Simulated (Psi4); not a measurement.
# GeH3 (SMILES [GeH3]), step by step

Wanted: a geometry optimisation (UBLYP-D3(BJ)/def2-SVP), then vibrational wavenumbers, then a single-point energy (UCCSD(T)/cc-pVTZ) of GeH3. 

The calculation is run with Psi4 1.11.

**1. Starting point**

GeH3: 4 atoms, total charge 0, spin state doublet. As SMILES, `[GeH3]`. The shape is that of a PBE0-D4/def2-TZVP optimisation. The run starts from this shape.

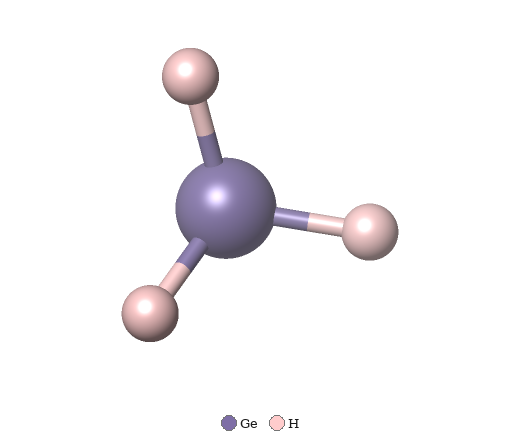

The structure, seen from a chosen angle (germanium purple, hydrogen pink).

**2. A structure relaxation at UBLYP-D3(BJ)/def2-SVP (density fitting) (run 1)**

The input, calc.dat:

```
memory 1.6 GB

molecule {
  0 2
  Ge     0.214600    -0.125900    -0.249400
  H      1.055000     0.109600     1.018300
  H     -0.882800    -1.175900    -0.000100
  H     -0.386800     1.192200    -0.768800
  symmetry c1
}

set {
  basis        def2-SVP
  reference    uks
  geom_maxiter 60
}

result = optimize('blyp-d3(bj)')
```

The run is started by

```sh
psi4 calc.dat calc.out -n 1
```

calc.out:

```text
[...]
  Running in c1 symmetry.
[...]
  Nuclear repulsion =   33.632092845179443
[...]
  Multiplicity = 2
[...]
  Nalpha       = 18
  Nbeta        = 17
[...]
    Number of basis functions: 47
[...]
   @DF-UKS iter   1: -2077.06127340894636   -1.68124e+00   5.20474e-02 ADIIS/DIIS
[...]
   @DF-UKS iter   7: -2078.53110696097247    1.81899e-12   6.43217e-09 DIIS
[...]
   @S^2 Observed:                7.507697028E-01
[...]
    Orbital Energies [Eh]
    ---------------------
    Alpha Occupied:
       1A   -397.147763     2A    -49.176256     3A    -43.814914
       4A    -43.813122     5A    -43.813122     6A     -5.966412
       7A     -4.190702     8A     -4.186189     9A     -4.186189
      10A     -1.098510    11A     -1.097800    12A     -1.097800
      13A     -1.094277    14A     -1.094276    15A     -0.493465
      16A     -0.305418    17A     -0.305416    18A     -0.184279
    Alpha Virtual:
      19A      0.016000    20A      0.025567    21A      0.025569
      22A      0.136474    23A      0.257969    24A      0.257970
      25A      0.292637    26A      0.331071    27A      0.331071
[...]
  @DF-UKS Final Energy: -2078.53110696097247
   => Energetics <=
    Nuclear Repulsion Energy =             33.1417406519226034
    One-Electron Energy =               -2961.1022319954477098
    Two-Electron Energy =                 929.5355995879633610
    DFT Exchange-Correlation Energy =     -80.1032496913178278
    Empirical Dispersion Energy =          -0.0029655140927411
    VV10 Nonlocal Energy =                  0.0000000000000000
    Total Energy =                      -2078.5311069609724655
[...]
 Multipole Moments:
 ------------------------------------------------------------------------------------
     Multipole            Electronic (a.u.)      Nuclear  (a.u.)        Total (a.u.)
 ------------------------------------------------------------------------------------
 L = 1.  Multiply by 2.5417464519 to convert [e a0] to [Debye]
 Dipole X            :          0.9463551           -0.9344788            0.0118763
 Dipole Y            :         -0.5552089            0.5482448           -0.0069642
 Dipole Z            :         -1.0998112            1.0860212           -0.0137900
 Magnitude           :                                                    0.0194861
[...]
  -Total Gradient:
     Atom            X                  Y                   Z
    ------   -----------------  -----------------  -----------------
       1        0.000016370949    -0.000010164347    -0.000016726603
       2       -0.000005325148     0.000001925591     0.000004324479
       3       -0.000005873423     0.000003060457     0.000004157549
       4       -0.000006665029     0.000003208431     0.000004623168
[...]
    Final optimized geometry and variables:
    Molecular point group: c1
    Full point group: C1
    Geometry (in Angstrom), charge = 0, multiplicity = 2:
    GE           0.011959805996    -0.007016639658    -0.013899301564
    H            0.845112174404     0.239825172512     1.284120060318
    H           -1.111565321690    -1.058157880054     0.255778168819
    H           -0.610765533290     1.332983813517    -0.520422914691
    Psi4 run time: 0:00:13.11
[...]
```

Standard output:

```text
Optimizer: Optimization complete!
```

Run time: 14 s. Hardware: 1 thread of AMD EPYC 7B13 (Zen 3), shared host; peak memory 0.35 GiB.

Step by step:

| step | energy from the first frame kept (eV) | largest force (eV/Å) |
| --- | --- | --- |
| 0 | 0.0000 | 0.3578 |
| 1 | -0.0109 | 0.0880 |
| 2 | -0.0115 | 0.0409 |
| 3 | -0.0117 | 0.0013 |

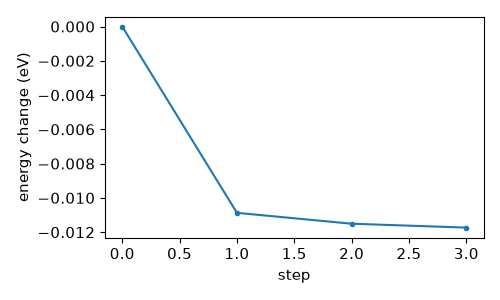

Energy along the run.

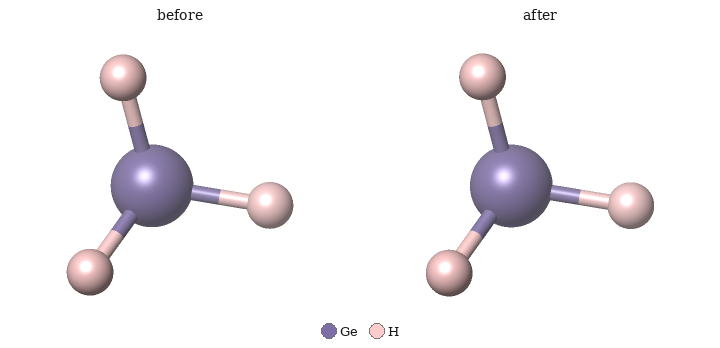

Before and after, at one scale.

After the run. Bond lengths: Ge1–H2 1.562 Å, Ge1–H3 1.562 Å, Ge1–H4 1.562 Å. Angles: H2–Ge1–H3 110.3°, H2–Ge1–H4 110.3°, H3–Ge1–H4 110.3°.

**3. The harmonic vibrations at UBLYP-D3(BJ)/def2-SVP (density fitting) (run 2)**

The input, geh3.sdf:

```

     RDKit          3D

  4  3  0  0  0  0  0  0  0  0999 V2000
    0.2153   -0.1263   -0.2502 Ge  0  0  0  0  0  3  0  0  0  0  0  0
    1.0485    0.1205    1.0478 H   0  0  0  0  0  0  0  0  0  0  0  0
   -0.9082   -1.1775    0.0194 H   0  0  0  0  0  0  0  0  0  0  0  0
   -0.4074    1.2137   -0.7568 H   0  0  0  0  0  0  0  0  0  0  0  0
  2  1  1  0
  3  1  1  0
  4  1  1  0
M  RAD  1   1   2
M  END
$$$$
```

The input, job.py:

```python
import psi4
from rdkit import Chem

psi4.set_memory(1600000000)
psi4.set_num_threads(1)
psi4.set_output_file('run.log', False)

rd = Chem.SDMolSupplier('geh3.sdf', removeHs=False, sanitize=False)[0]
xyz = rd.GetConformer().GetPositions()
atoms = '\n'.join(f'{a.GetSymbol()} {x:.4f} {y:.4f} {z:.4f}' for a, (x, y, z) in zip(rd.GetAtoms(), xyz))
mol = psi4.geometry('0 2\n' + atoms + '\nsymmetry c1')

psi4.set_options(dict(basis='def2-SVP', reference='uks', t=600.0, rotational_symmetry_number=3))

e_tot, wfn = psi4.frequencies("blyp-d3bj2b", return_wfn=True)
print(f'blyp-d3bj2b energy: {e_tot:.10f} Eh')
print('wavenumbers / cm^-1:', wfn.frequencies().np.round(1))
for k in ('ZPVE', 'ENTHALPY', 'GIBBS FREE ENERGY'):
    print(f'{k}: {psi4.variable(k):.8f} Eh')
```

The run is started by

```sh
python job.py
```

run.log, shortened:

```text
[...]
  Running in c1 symmetry.
[...]
  Nuclear repulsion =   33.147849285531748
[...]
  Multiplicity = 2
[...]
  Nalpha       = 18
  Nbeta        = 17
[...]
    Number of basis functions: 47
[...]
   @DF-UKS iter   1: -2077.05537557312664   -1.70354e+00   5.20720e-02 ADIIS/DIIS
[...]
   @DF-UKS iter  12: -2078.53110679810152   -4.54747e-13   1.52802e-09 DIIS
[...]
   @S^2 Observed:                7.507695352E-01
[...]
  @DF-UKS Final Energy: -2078.53110679810152
   => Energetics <=
    Nuclear Repulsion Energy =             33.1349767850944303
    One-Electron Energy =               -2961.0884817720393585
    Two-Electron Energy =                 929.5284268547683268
    DFT Exchange-Correlation Energy =     -80.1030632356389702
    Empirical Dispersion Energy =          -0.0029654302855805
    VV10 Nonlocal Energy =                  0.0000000000000000
    Total Energy =                      -2078.5311067981015185
[...]
 Multipole Moments:
[...]
  -Total Gradient:
     Atom            X                  Y                   Z
    ------   -----------------  -----------------  -----------------
       1        0.000133070433    -0.000028443482     0.000016633760
       2       -0.000012468964    -0.000052531549     0.000016191709
       3       -0.000045551463    -0.000074409270     0.000051507750
       4       -0.000075920624     0.000155009378    -0.000088534243
[...]
  ==> Harmonic Vibrational Analysis <==
[...]
  Freq [cm^-1]                 697.9277            828.1823            829.2638
[...]
  IR activ [km/mol]            49.1248             46.6441             46.6835
[...]
  Freq [cm^-1]                1972.3024           2031.1840           2031.5309
[...]
  IR activ [km/mol]            10.3664             153.3282            153.3503
[...]
  Total E_0, Enthalpy at 0 [K]                                                        -2078.51199169 [Eh]
[...]
  Total H, Enthalpy at  600.00 [K]                                                    -2078.50223453 [Eh]
[...]
  Total G, Gibbs energy at  600.00 [K]                                                -2078.56270284 [Eh]
[...]
```

Standard output:

```text
blyp-d3bj2b energy: -2078.5311064059 Eh
wavenumbers / cm^-1: [ 697.9  828.2  829.3 1972.3 2031.2 2031.5]
ZPVE: 0.01911472 Eh
ENTHALPY: -2078.50223453 Eh
GIBBS FREE ENERGY: -2078.56270284 Eh
```

It took 71 s on 1 thread of AMD EPYC 7B13 (Zen 3), shared host; peak memory 0.41 GiB.

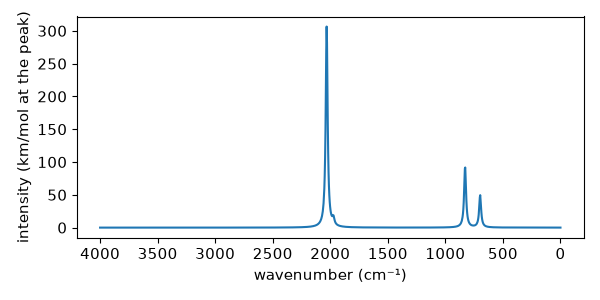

Harmonic infrared spectrum, unscaled, lines broadened by 10 cm⁻¹.

**4. The energy at UCCSD(T)/cc-pVTZ (run 3)**

The input, input.inp:

```
memory 1.6 GB

molecule geom {
  0 2
  Ge
  H 1 R2
  H 1 R3 2 A3
  H 1 R4 2 A4 3 D4

  R2 = 1.562028
  R3 = 1.562029
  A3 = 110.27462
  R4 = 1.562035
  A4 = 110.27578
  D4 = 122.02416
  symmetry c1
}

set {
  basis cc-pVTZ
  reference uhf
  scf_type pk
  freeze_core true
}

energy("ccsd(t)")
```

The run is started by

```sh
psi4 -i input.inp -o input.out -n 1
```

input.out:

```text
[...]
  Running in c1 symmetry.
[...]
  Nuclear repulsion =   33.141730206772543
[...]
  Multiplicity = 2
[...]
  Nalpha       = 18
  Nbeta        = 17
[...]
    Number of basis functions: 85
[...]
   @UHF iter   1: -2076.06891042872394   -3.19487e+00   2.29481e-02 DIIS/ADIIS
[...]
   @UHF iter  13: -2077.10762369709391   -5.91172e-12   3.13519e-09 DIIS
[...]
   @S^2 Observed:                7.546312493E-01
[...]
    Orbital Energies [Eh]
    ---------------------
    Alpha Occupied:
       1A   -405.234713     2A    -52.141258     3A    -46.230333
       4A    -46.227431     5A    -46.227431     6A     -7.186892
       7A     -5.166166     8A     -5.158598     9A     -5.158598
      10A     -1.635624    11A     -1.634888    12A     -1.634888
      13A     -1.630898    14A     -1.630898    15A     -0.731389
      16A     -0.476073    17A     -0.476071    18A     -0.334123
    Alpha Virtual:
      19A      0.135209    20A      0.135211    21A      0.149734
      22A      0.243983    23A      0.273075    24A      0.273075
      25A      0.286967    26A      0.332070    27A      0.332070
[...]
  @UHF Final Energy: -2077.10762369709391
   => Energetics <=
    Nuclear Repulsion Energy =             33.1417302067725430
    One-Electron Energy =               -2963.1099548571241939
    Two-Electron Energy =                 852.8606009532576309
    Total Energy =                      -2077.1076236970939135
  UHF NO Occupations:
  HONO-2 :   16  A 1.9997568
  HONO-1 :   17  A 1.9982350
[...]
 Multipole Moments:
 ------------------------------------------------------------------------------------
     Multipole            Electronic (a.u.)      Nuclear  (a.u.)        Total (a.u.)
 ------------------------------------------------------------------------------------
 L = 1.  Multiply by 2.5417464519 to convert [e a0] to [Debye]
 Dipole X            :         -1.3186716            1.2713586           -0.0473130
 Dipole Y            :         -0.7305969            0.7043807           -0.0262163
 Dipole Z            :         -0.5089263            0.4906737           -0.0182526
 Magnitude           :                                                    0.0570874
[...]
      * MP2 total energy                      = -2077.299472499536023
[...]
      * CCSD total energy                     = -2077.321878353980537
[...]
      * CCSD(T) total energy                     = -2077.329484776656955
[...]
```

Run time: 71 s. Hardware: 1 thread of AMD EPYC 7B13 (Zen 3), shared host; peak memory 1.1 GiB.

**5. Results**

| quantity | value |
| --- | --- |
| run 1, UBLYP-D3(BJ)/def2-SVP: total energy at the end | -2078.53111 Eh |
| run 1, UBLYP-D3(BJ)/def2-SVP: dipole moment | 0.05 D |
| run 1, UBLYP-D3(BJ)/def2-SVP: HOMO energy (highest over α and β) | -5.01 eV |
| run 1, UBLYP-D3(BJ)/def2-SVP: LUMO energy (lowest over α and β) | -3.82 eV |
| run 1, UBLYP-D3(BJ)/def2-SVP: dispersion energy | -7.79 kJ/mol |
| run 1, UBLYP-D3(BJ)/def2-SVP: ⟨S²⟩ | 0.751 |
| run 2, UBLYP-D3(BJ)/def2-SVP: lowest harmonic wavenumber | 698 cm⁻¹ |
| run 2, UBLYP-D3(BJ)/def2-SVP: highest harmonic wavenumber | 2032 cm⁻¹ |
| run 2, UBLYP-D3(BJ)/def2-SVP: zero-point energy | 50.2 kJ/mol |
| run 2, UBLYP-D3(BJ)/def2-SVP: ideal-gas entropy at 600 K (symmetry number 3 as used) | 63.2 cal/(mol K) |
| run 3, UCCSD(T)/cc-pVTZ: total energy | -2077.32948 Eh |
| run 3, UCCSD(T)/cc-pVTZ: HOMO energy (Hartree–Fock orbitals) (highest over α and β) | -9.09 eV |
| run 3, UCCSD(T)/cc-pVTZ: LUMO energy (Hartree–Fock orbitals) (lowest over α and β) | 0.82 eV |
| run 3, UCCSD(T)/cc-pVTZ: correlation energy (9 core orbitals frozen) | -221.9 mEh |
| run 3, UCCSD(T)/cc-pVTZ: (T) correction | -7.61 mEh |
| run 3, UCCSD(T)/cc-pVTZ: ⟨S²⟩ of the reference determinant | 0.755 |
| run 3, UCCSD(T)/cc-pVTZ: T1 diagnostic | 0.017 |

The optimisation (run 1, UBLYP-D3(BJ)/def2-SVP) took 4 steps and changed the energy by -0.012 eV. All 6 modes (run 2, UBLYP-D3(BJ)/def2-SVP) are real, so the shape is a minimum at this level. The triples (run 3, UCCSD(T)/cc-pVTZ) make up 3.4 % of the correlation energy.
